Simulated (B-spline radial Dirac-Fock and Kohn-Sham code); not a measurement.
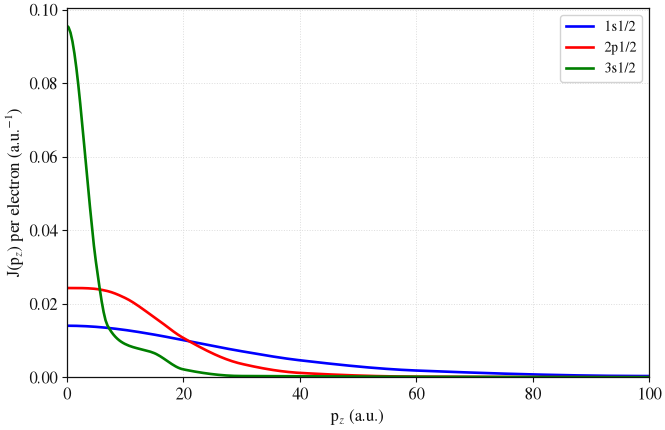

Compton profiles of the subshells 1s1/2, 2p1/2 and 3s1/2, per electron. System: lanthanum in charge state +45 (La⁴⁵⁺), configuration [Ne] 3s2. Level of theory: the impulse approximation on Dirac–Fock orbitals (average of configuration); calculated with a B-spline radial atomic code.

Which of the subshells shown has the highest J(0), and what does that say?

Answer. 3s1/2, J(0) = 0.0957 a.u.⁻¹. J(0) is half the mean of 1/p, so of those shown it has the most weight at low momentum.

Which of them has the largest mean momentum?

Answer. 1s1/2, ⟨p⟩ = 53.9 a.u.
